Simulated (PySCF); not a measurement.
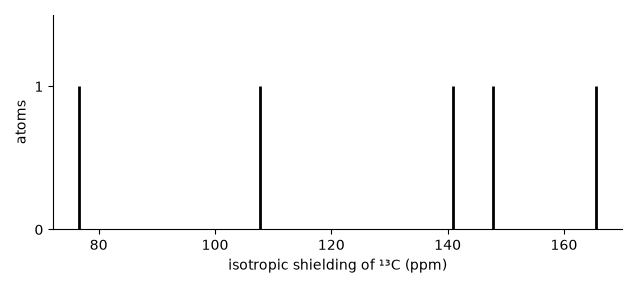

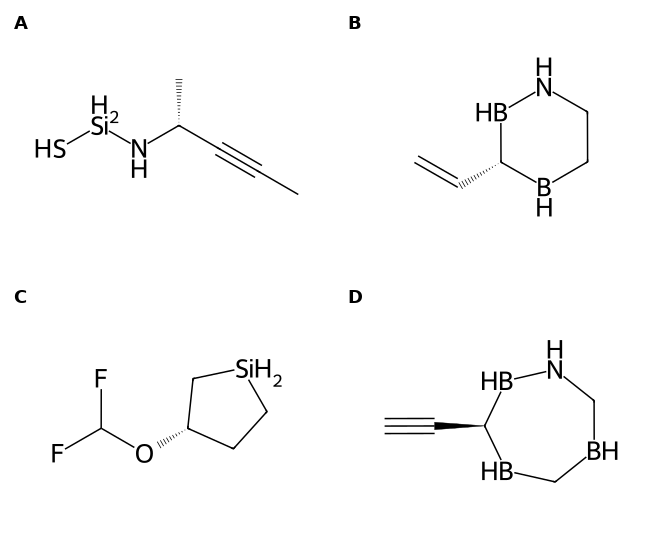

The sticks are computed shieldings of one of the molecules, for one fixed geometry (GFN2-xTB) without averaging over rotations. Low shielding means a high chemical shift. Method: GIAO PBE0/pcSseg-1 NMR shielding, non-relativistic, gas phase (PySCF 2.14.0).

**Match the spectrum to a structure.**

D, `C#C[C@@H]1BCBCNB1`. Its 5 C atoms give lines at 76.6, 107.8, 140.9, 147.8, 165.5 ppm.

The geometry is semi-empirical. Around B, Si such bond lengths and angles can be off by a tenth of an ångström or more and by several degrees, and values that hang on the shape move with them.
